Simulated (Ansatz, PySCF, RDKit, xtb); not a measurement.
**Isomers of HfHSeCl3, a sample narrowed down, part 1 of 2**

Which of a sample of isomers of HfHSeCl3 is the most stable in the gas at 298.15 K, and what are its properties? The sample is small against all isomers, and the most stable one of this formula need not be in it. One structure proposed beforehand is put among the starts (marked given), to see whether the search confirms or beats it.

Plan: many cheap relaxations first (GFN2-xTB), then density-functional screening, relaxation at PBE0-D4/def2-SVP, vibrations (at GFN2-xTB) and a final energy. The numbers are computed, not measured.

1 further run of the same task is left out (set aside as unsound or not needed).

### Step 1. Candidates

Isomers were drawn by moving bonds and hydrogen atoms under normal valences; this is a sample, not all of them. O–O, O–halogen and N–halogen bonds and N–N–N chains are not drawn. That gives 1 candidate.

```csv
label,SMILES,spin
c448,[Cl][Hf]([Cl])([Cl])[SeH],singlet
```

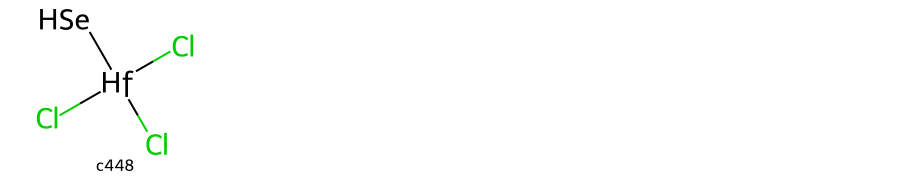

Structural formulas of the candidates.

Candidates are built by distance geometry, with a force field where one applies, in up to four conformers (letters a to d). 6 more come from a given structure, shaken or with two atoms exchanged.

### Step 2. Cheap relaxation of all starts

All 10 starts are relaxed the same way. One of them, c792 (given structure shaken), in full:

start.xyz

```xyz
6
c792
Cl    -1.553223     0.199774    -0.375784
Cl     1.151670     1.083529    -2.270649
Cl     1.256186    -2.349437    -0.016290
Hf     0.222276    -0.344314    -0.164744
Se     0.693239     1.111623     1.868623
H     -0.920688     1.453288     2.183529
```

Started as:

```bash
$ xtb start.xyz --gfn 2 --opt
```

Standard output, shortened:

```text
* xtb version 6.7.1
[...]
          :  # basis functions                  51          :
[...]
          :  # electrons                        32          :
[...]
          :  Hamiltonian                  GFN2-xTB          :
[...]
          :  net charge                          0          :
          :  unpaired electrons                  0          :
[...]
   *** convergence criteria satisfied after 23 iterations ***
[...]
   *** GEOMETRY OPTIMIZATION CONVERGED AFTER 15 ITERATIONS ***
[...]
   *** convergence criteria satisfied after 3 iterations ***
[...]
         ::                     SUMMARY                     ::
         :::::::::::::::::::::::::::::::::::::::::::::::::::::
         :: total energy             -19.018384820639 Eh    ::
         :: gradient norm              0.000487037175 Eh/a0 ::
         :: HOMO-LUMO gap              2.250490351557 eV    ::
         ::.................................................::
         :: SCC energy               -19.050627005169 Eh    ::
         :: -> isotropic ES            0.010563239168 Eh    ::
         :: -> anisotropic ES         -0.005503335950 Eh    ::
         :: -> anisotropic XC         -0.003103781528 Eh    ::
         :: -> dispersion             -0.006345595504 Eh    ::
         :: repulsion energy           0.032242184530 Eh    ::
         :: add. restraining           0.000000000000 Eh    ::
         :: total charge               0.000000000000 e     ::
         :::::::::::::::::::::::::::::::::::::::::::::::::::::
[...]
        16        2.0000           -0.4319775             -11.7547 (HOMO)
        17                         -0.3492735              -9.5042 (LUMO)
[...]
     #   Z          covCN         q      C6AA      α(0)
     1  17 Cl       0.731    -0.327   109.375    15.997
     2  17 Cl       0.731    -0.314   108.955    15.966
     3  17 Cl       0.731    -0.311   108.860    15.959
     4  72 Hf       2.998     1.058   134.321    24.949
     5  34 Se       1.730    -0.331   246.946    27.385
     6   1 H        0.926     0.225     0.979     1.547
[...]
     #   Z sym  total        # sym  WBO       # sym  WBO       # sym  WBO
 ---------------------------------------------------------------------------
     1  17 Cl   1.178 --     4 Hf   0.966
     2  17 Cl   1.199 --     4 Hf   0.977
     3  17 Cl   1.203 --     4 Hf   0.983
     4  72 Hf   3.971 --     5 Se   1.013     3 Cl   0.983     2 Cl   0.977
                             1 Cl   0.966
     5  34 Se   2.159 --     4 Hf   1.013     6 H    0.909
     6   1 H    0.949 --     5 Se   0.909
 ---------------------------------------------------------------------------
[...]
molecular dipole:
                 x           y           z       tot (Debye)
 q only:       -0.263       0.616       1.045
   full:       -0.314      -0.125      -0.236       1.048
molecular quadrupole (traceless):
[...]
          | TOTAL ENERGY              -19.018384820639 Eh   |
          | GRADIENT NORM               0.000487037175 Eh/α |
          | HOMO-LUMO GAP               2.250490351557 eV   |
           -------------------------------------------------
[...]
```

It took 0.17 s on 2 threads of Intel Xeon Platinum 8488C (Sapphire Rapids), shared host.

### Step 3. Distinct minima at GFN2-xTB

10 of the 10 relaxations converged; 7 ended on a minimum already found. 3 distinct structures remain:

```csv
label,start,SMILES after,spin,energy (kcal/mol)
c615,altered,[Cl][HfH]1([Cl])[Cl][Se]1 ‡,singlet,0.0
c448a,given,[Cl][Hf]([Cl])([Cl])[SeH],singlet,4.2
c466,altered,[Cl][HfH]([Cl])([Cl])[Se] ‡,triplet,27.0
```

‡ marks the bonded skeleton alone, with all bonds drawn single: no Lewis structure was assigned that passes a check against the bond lengths.

GFN2-xTB has no spin polarisation, so it can't rank spin states and is rough for open shells.

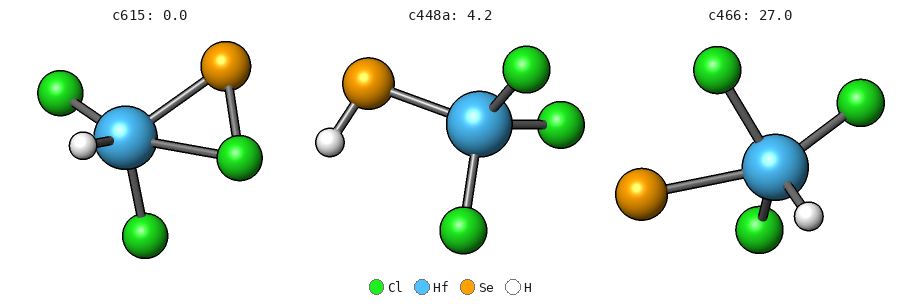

The 3 lowest minima that did not fall apart, with their GFN2-xTB energies in kcal/mol.

### Step 4. Screening with a density functional

A choice of the minima (the low ones first, few conformers of a pattern, up to a cap) and the lowest that fell apart get a single point at r2SCAN-D4/def2-SVP on the tight-binding geometry. The lowest singlets are also tried as triplets at the same geometry (label ending in t). The first, c448a:

input.yaml

```yaml
crystal:
  periodic: [false, false, false]
  atoms:
    - {symbol: Cl, position_ang: [-2.057520, -0.271350, -0.640870]}
    - {symbol: Cl, position_ang: [1.066120, 0.561230, -2.290160]}
    - {symbol: Cl, position_ang: [0.874440, -2.410040, -0.428560]}
    - {symbol: Hf, position_ang: [0.187300, -0.268780, -0.392260]}
    - {symbol: Se, position_ang: [0.637450, 1.028330, 1.692600]}
    - {symbol: H, position_ang: [-0.707790, 1.360620, 2.059240]}
basis:
  gaussian: {orbitals: def2-SVP}
hamiltonian: {xc: {name: r2SCAN}, dispersion: d4}
scf: {lower_state_search: off}
output: {orbitals: {seedname: orbitals}}
```

Started as:

```bash
$ ansatz run input.yaml --threads 2 --pin off --max-ram 5220MiB --events-out events.jsonl --progress --plain --runs-dir runs
```

Standard output, shortened:

```text
Warning: RAYON_NUM_THREADS=2 ignored (pool sized by the plan → 2); use --threads N
Functional definition: r2SCAN
  name "r2SCAN"
[...]
1303 factors; their error is unknown
[...]
mean field -104226.83252640 eV, -3830.2654478606 hartree, gradient 6.8e-6 eV, S^2 0.000000; 0 other end points of the search recorded, 0 dependent functions left out
reference -104226.83255130 eV, -3830.2654487758 hartree; 49, 49 occupied and 74, 74 virtual orbitals, 1303 factors
Total energy: -104226.88961641 eV, -3830.2675458801 hartree
Checks for a lower state left out: stability, starts, cluster_reference, orbital_swaps, neighbouring_geometries, increment
```

Wall time 2.7 s (2 threads of Intel Xeon Platinum 8488C (Sapphire Rapids), shared host); peak memory 0.2 GiB.

Relative energies in kcal/mol, each column from its lowest structure that stays in one piece:

```csv
label,SMILES,spin,GFN2-xTB,r2SCAN-D4/def2-SVP
c448a,[Cl][Hf]([Cl])([Cl])[SeH],singlet,4.2,0.0
c615,[Cl][HfH]1([Cl])[Cl][Se]1 ‡,singlet,0.0,58.0
c466,[Cl][HfH]([Cl])([Cl])[Se] ‡,triplet,27.0,70.3
c448at,[Cl][Hf]([Cl])([Cl])[SeH],triplet,–,93.5
c615t,[Cl][HfH]1([Cl])[Cl][Se]1 ‡,triplet,–,102.6
```

‡ marks the bonded skeleton alone, with all bonds drawn single: no Lewis structure was assigned that passes a check against the bond lengths.

### Step 5. Relaxing the best candidates

3 candidates are relaxed at PBE0-D4/def2-SVP (chosen among the lowest in one piece, with other spins of them). The first, c448a:

Changes to input.yaml since step 4:

```diff
@@ -11,4 +11,5 @@
   gaussian: {orbitals: def2-SVP}
-hamiltonian: {xc: {name: r2SCAN}, dispersion: d4}
+total_charge: 0
+hamiltonian: {xc: {name: PBE0}, dispersion: d4}
 scf: {lower_state_search: off}
-output: {orbitals: {seedname: orbitals}}
+relax: {f_tol: 0.006}
```

Started as:

```bash
$ ansatz run input.yaml --threads 2 --pin off --max-ram 5220MiB --events-out events.jsonl --progress --plain --runs-dir runs
```

Standard output, shortened:

```text
Warning: RAYON_NUM_THREADS=2 ignored (pool sized by the plan → 2); use --threads N
[...]
Functional definition: PBE0
  name "PBE0"
[...]
1244 factors; integrals over basis functions are off by at most 2.3e-4 eV
[...]
mean field -104208.05153334 eV, -3829.5752590961 hartree, gradient 6.8e-6 eV, S^2 0.000000; 0 other end points of the search recorded, 0 dependent functions left out
[...]
reference -104208.05158654 eV, -3829.5752610512 hartree; 49, 49 occupied and 74, 74 virtual orbitals, 1244 factors
relax step   1: F+E_penalty+E_count = -104208.26725943 eV  Δ(F+E_penalty+E_count) = +0.000e0 eV  max|allowed force component| = 1.634e0 eV/Å  Δτ_max = 0.0000 Å  (14 SCF iters, accepted)
[...]
relax step   8: F+E_penalty+E_count = -104208.60645901 eV  Δ(F+E_penalty+E_count) = -2.762e-6 eV  max|allowed force component| = 9.813e-4 eV/Å  Δτ_max = 0.0019 Å  (14 SCF iters, accepted)
[...]
relax step  28: F+E_penalty+E_count = -104208.62998903 eV  Δ(F+E_penalty+E_count) = -9.304e-6 eV  max|allowed force component| = 6.145e-4 eV/Å  Δτ_max = 0.0022 Å  (15 SCF iters, accepted)
Total energy: -104208.63004275 eV, -3829.5965189245 hartree
Atom 0 at    -2.281348    -0.503621    -0.683177 Å, force    -0.000113    -0.000591    -0.000346 eV/Å
Atom 1 at     0.950264     0.980743    -2.018861 Å, force    -0.000069    -0.000079    -0.000083 eV/Å
Atom 2 at     1.023323    -2.502807    -0.315746 Å, force    -0.000098     0.000084     0.000005 eV/Å
Atom 3 at     0.029769    -0.401423    -0.379895 Å, force    -0.000094     0.000410     0.000031 eV/Å
Atom 4 at     0.509650     0.609307     1.906423 Å, force    -0.000241    -0.000119     0.000156 eV/Å
Atom 5 at    -0.231658     1.817812     1.491247 Å, force     0.000614     0.000294     0.000237 eV/Å
Dipole moment:    -0.033217     0.111736     0.048418 e Å
Checks for a lower state left out: stability, starts, cluster_reference, orbital_swaps, neighbouring_geometries, increment
```

Run time: 1.8 min. Hardware: 2 threads of Intel Xeon Platinum 8488C (Sapphire Rapids), shared host; peak memory 0.33 GiB.

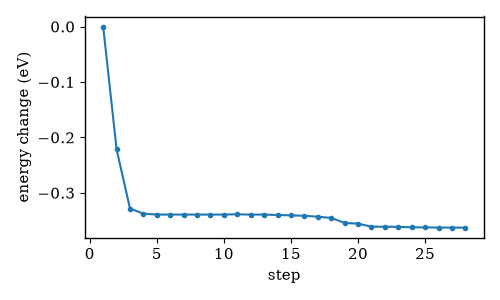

Energy along the run, all evaluated steps.

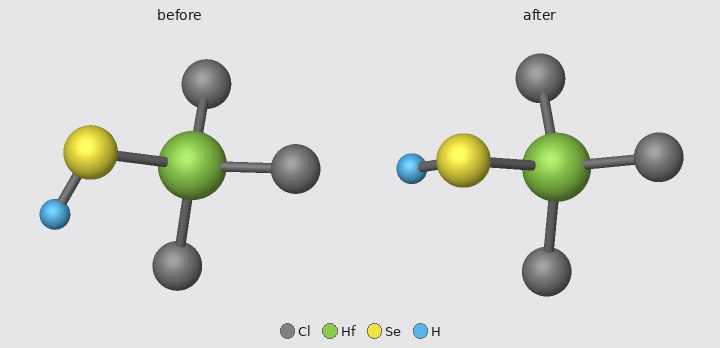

Before and after, at one scale.

After the run. Bond lengths: Cl1–Hf4 2.333 Å, Cl2–Hf4 2.333 Å, Cl3–Hf4 2.325 Å, Hf4–Se5 2.545 Å, Se5–H6 1.477 Å. Angles: Cl1–Hf4–Cl2 109.0°, Cl1–Hf4–Cl3 112.8°, Cl1–Hf4–Se5 108.7°, Cl2–Hf4–Cl3 112.7°, Cl2–Hf4–Se5 108.7°, Cl3–Hf4–Se5 104.7°, Hf4–Se5–H6 88.7°.

### Step 6. After refinement

```csv
label,spin,r2SCAN-D4/def2-SVP (kcal/mol),"PBE0-D4/def2-SVP, relaxed (kcal/mol)",time,note
c448a,singlet,0.0,0.0,1.8 min,
c615,singlet,58.0,61.0,2 min,
c466,triplet,70.3,65.2,2.8 min,H-bridged
```

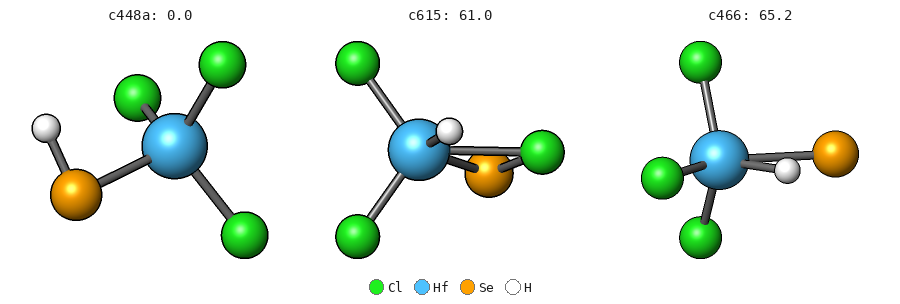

The relaxed structures, with energies at PBE0-D4/def2-SVP in kcal/mol.

### Step 7. Vibrations and thermal terms

The lowest few in one piece go on as finalists. In this search the thermal terms come from GFN2-xTB at its own nearest minimum. The first, c448a:

start.xyz

```xyz
6
c448a
Cl    -2.281348    -0.503621    -0.683177
Cl     0.950264     0.980743    -2.018861
Cl     1.023323    -2.502807    -0.315746
Hf     0.029769    -0.401423    -0.379895
Se     0.509650     0.609307     1.906423
H     -0.231658     1.817812     1.491247
```

Started as:

```bash
$ xtb start.xyz --gfn 2 --ohess tight
```

Standard output, shortened:

```text
* xtb version 6.7.1
[...]
          :  # basis functions                  51          :
[...]
          :  # electrons                        32          :
[...]
          :  Hamiltonian                  GFN2-xTB          :
[...]
          :  net charge                          0          :
          :  unpaired electrons                  0          :
[...]
   *** convergence criteria satisfied after 21 iterations ***
[...]
   *** GEOMETRY OPTIMIZATION CONVERGED AFTER 10 ITERATIONS ***
[...]
   *** convergence criteria satisfied after 3 iterations ***
[...]
         ::                     SUMMARY                     ::
         :::::::::::::::::::::::::::::::::::::::::::::::::::::
         :: total energy             -19.018008297669 Eh    ::
         :: gradient norm              0.000200297862 Eh/a0 ::
         :: HOMO-LUMO gap              2.285394427095 eV    ::
         ::.................................................::
         :: SCC energy               -19.050261669293 Eh    ::
         :: -> isotropic ES            0.010556981271 Eh    ::
         :: -> anisotropic ES         -0.005208267970 Eh    ::
         :: -> anisotropic XC         -0.003023187638 Eh    ::
         :: -> dispersion             -0.006357228494 Eh    ::
         :: repulsion energy           0.032253371625 Eh    ::
         :: add. restraining           0.000000000000 Eh    ::
         :: total charge               0.000000000000 e     ::
         :::::::::::::::::::::::::::::::::::::::::::::::::::::
[...]
        16        2.0000           -0.4313987             -11.7390 (HOMO)
        17                         -0.3474123              -9.4536 (LUMO)
[...]
     #   Z          covCN         q      C6AA      α(0)
     1  17 Cl       0.731    -0.315   108.965    15.967
     2  17 Cl       0.731    -0.314   108.951    15.966
     3  17 Cl       0.731    -0.319   109.127    15.979
     4  72 Hf       2.998     1.057   134.377    24.955
     5  34 Se       1.730    -0.331   246.918    27.384
     6   1 H        0.926     0.221     0.996     1.561
[...]
          | TOTAL ENERGY              -19.018008297671 Eh   |
          | TOTAL ENTHALPY            -18.999209772359 Eh   |
          | TOTAL FREE ENERGY         -19.047605698927 Eh   |
          | GRADIENT NORM               0.000200264120 Eh/α |
[...]
```

Wall time 0.27 s (2 threads of Intel Xeon Platinum 8488C (Sapphire Rapids), shared host).

### Step 8. Thermal terms of the finalists

As xtb prints them, at 298.15 K, with its own treatment of low modes:

```csv
label,SMILES,spin,lowest mode (cm⁻¹),zero-point (kcal/mol),G − E (kcal/mol)
c448a,[Cl][Hf]([Cl])([Cl])[SeH],singlet,61i,5.5,-18.6
c615,[Cl][HfH]1([Cl])[Cl][Se]1 ‡,singlet,40i,5.1,-18.3
c466,[Cl][HfH]([Cl])([Cl])[Se] ‡,triplet,25,4.7,-19.6
```

‡ marks the bonded skeleton alone, with all bonds drawn single: no Lewis structure was assigned that passes a check against the bond lengths.

c448a, c615 keep an imaginary mode, so the thermal terms were not taken at a true minimum.

### Step 9. Last filter: a higher level

Single points at CCSD(T)/def2-SVP + MP2/def2-TZVPP - MP2/def2-SVP on the refined geometries decide the order.

c448a, CCSD(T)/def2-SVP:

input.yaml

```yaml
crystal:
  periodic: [false, false, false]
  atoms:
    - {symbol: Cl, position_ang: [-2.281348, -0.503621, -0.683177]}
    - {symbol: Cl, position_ang: [0.950264, 0.980743, -2.018861]}
    - {symbol: Cl, position_ang: [1.023323, -2.502807, -0.315746]}
    - {symbol: Hf, position_ang: [0.029769, -0.401423, -0.379895]}
    - {symbol: Se, position_ang: [0.509650, 0.609307, 1.906423]}
    - {symbol: H, position_ang: [-0.231658, 1.817812, 1.491247]}
basis:
  gaussian:
    orbitals: def2-SVP
correlation:
  method: ccsd_t
  frozen_orbitals: {Se: 9, Cl: 5, H: 0, Hf: 0}
```

Started as:

```bash
$ ansatz run input.yaml --threads 2 --pin off --max-ram 5220MiB --events-out events.jsonl --progress --plain --runs-dir runs
```

Standard output, shortened:

```text
Warning: RAYON_NUM_THREADS=2 ignored (pool sized by the plan → 2); use --threads N
Functional definition: HF
  name "HF"
[...]
1158 factors; integrals over basis functions are off by at most 8.3e-4 eV
[...]
mean field -104110.02937109 eV, -3825.9730110749 hartree, gradient 2.5e-6 eV, S^2 0.000000; 0 other end points of the search recorded, 0 dependent functions left out
24 core orbitals not correlated: weight in the atoms' cores, before any rotation towards them, 1.000 or more for the frozen orbitals, at most 0.000 for the correlated occupied ones
reference -104110.02937109 eV, -3825.9730110749 hartree; 25, 25 occupied and 74, 74 virtual orbitals, 1158 factors
second order -23.14196280 eV of doubles, -0.00000000 eV of singles
cycle   1  -23.30162032 eV  change   -1.6e-1 eV  update   1.5e-1
[...]
cycle  10  -23.96751025 eV  change    3.1e-5 eV  update   1.6e-5
perturbative correction -0.74845687 eV, -0.0275052826 hartree
Total energy: -104134.74533821 eV, -3826.8813061135 hartree
```

Wall time 28 s (2 threads of Intel Xeon Platinum 8488C (Sapphire Rapids), shared host); peak memory 0.67 GiB.

### Step 10. c448a at MP2/def2-TZVPP

input.yaml

```yaml
crystal:
  periodic: [false, false, false]
  atoms:
    - symbol: Cl
      position_ang: [-2.281348, -0.503621, -0.683177]
    - symbol: Cl
      position_ang: [0.950264, 0.980743, -2.018861]
    - symbol: Cl
      position_ang: [1.023323, -2.502807, -0.315746]
    - symbol: Hf
      position_ang: [0.029769, -0.401423, -0.379895]
    - symbol: Se
      position_ang: [0.509650, 0.609307, 1.906423]
    - symbol: H
      position_ang: [-0.231658, 1.817812, 1.491247]
basis:
  gaussian: {orbitals: def2-TZVPP}
correlation: {method: mp2, frozen_orbitals: {Se: 9, Cl: 5, H: 0, Hf: 0}}
```

Started as:

```bash
$ ansatz run input.yaml --threads 2 --pin off --max-ram 5220MiB --events-out events.jsonl --progress --plain --runs-dir runs
```

Standard output:

```text
Warning: RAYON_NUM_THREADS=2 ignored (pool sized by the plan → 2); use --threads N
Functional definition: HF
  name "HF"
  exchange = exact_x
  correlation = 0
1517 factors; integrals over basis functions are off by at most 9.4e-4 eV
mean field evaluation 1: about -104128.1888 eV, gradient 3.0e1 eV
mean field evaluation 2: about -104128.3939 eV, gradient 3.1e1 eV
mean field evaluation 4: about -104131.4006 eV, gradient 2.5e0 eV
mean field evaluation 8: about -104131.4535 eV, gradient 2.5e-1 eV
mean field -104131.45409186 eV, -3826.7603550410 hartree, gradient 2.1e-6 eV, S^2 0.000000; 0 other end points of the search recorded, 0 dependent functions left out
24 core orbitals not correlated: weight in the atoms' cores, before any rotation towards them, 1.000 or more for the frozen orbitals, at most 0.000 for the correlated occupied ones
reference -104131.45409186 eV, -3826.7603550410 hartree; 25, 25 occupied and 195, 195 virtual orbitals, 1517 factors
second order -31.40509691 eV of doubles, -0.00000000 eV of singles
Total energy: -104162.85918876 eV, -3827.9144710653 hartree
```

Run time: 8.7 s. Hardware: 2 threads of Intel Xeon Platinum 8488C (Sapphire Rapids), shared host; peak memory 0.69 GiB.

### Step 11. c615 at CCSD(T)/def2-SVP

input.yaml

```yaml
basis:
  gaussian:
    orbitals: def2-SVP
crystal:
  periodic: [false, false, false]
  atoms:
    - symbol: Cl
      position_ang: [-2.377949, 0.094522, -0.918470]
    - symbol: Cl
      position_ang: [0.781543, 2.262489, -0.882066]
    - symbol: Cl
      position_ang: [1.075858, -1.589227, 1.253078]
    - symbol: Hf
      position_ang: [-0.204884, 0.300618, -0.113624]
    - symbol: Se
      position_ang: [1.208362, -1.744693, -0.984311]
    - symbol: H
      position_ang: [-0.482930, 0.676300, 1.645384]
correlation:
  method: ccsd_t
  frozen_orbitals: {Se: 9, Cl: 5, H: 0, Hf: 0}
```

Started as:

```bash
$ ansatz run input.yaml --threads 2 --pin off --max-ram 5220MiB --events-out events.jsonl --progress --plain --runs-dir runs
```

Standard output, shortened:

```text
Warning: RAYON_NUM_THREADS=2 ignored (pool sized by the plan → 2); use --threads N
Functional definition: HF
  name "HF"
[...]
1158 factors; integrals over basis functions are off by at most 1.0e-3 eV
[...]
mean field -104107.20574664 eV, -3825.8692447904 hartree, gradient 2.0e-6 eV, S^2 0.000000; 0 other end points of the search recorded, 0 dependent functions left out
24 core orbitals not correlated: weight in the atoms' cores, before any rotation towards them, 1.000 or more for the frozen orbitals, at most 0.000 for the correlated occupied ones
reference -104107.20574664 eV, -3825.8692447904 hartree; 25, 25 occupied and 74, 74 virtual orbitals, 1158 factors
second order -23.08948630 eV of doubles, -0.00000000 eV of singles
cycle   1  -23.37658481 eV  change   -2.9e-1 eV  update   1.4e-1
[...]
cycle  10  -24.07596903 eV  change    5.4e-5 eV  update   2.5e-5
perturbative correction -0.75472409 eV, -0.0277355987 hartree
Total energy: -104132.03643976 eV, -3826.7817559316 hartree
```

It took 23 s on 2 threads of Intel Xeon Platinum 8488C (Sapphire Rapids), shared host; peak memory 0.68 GiB.

(Continued in part 2 of 2.)
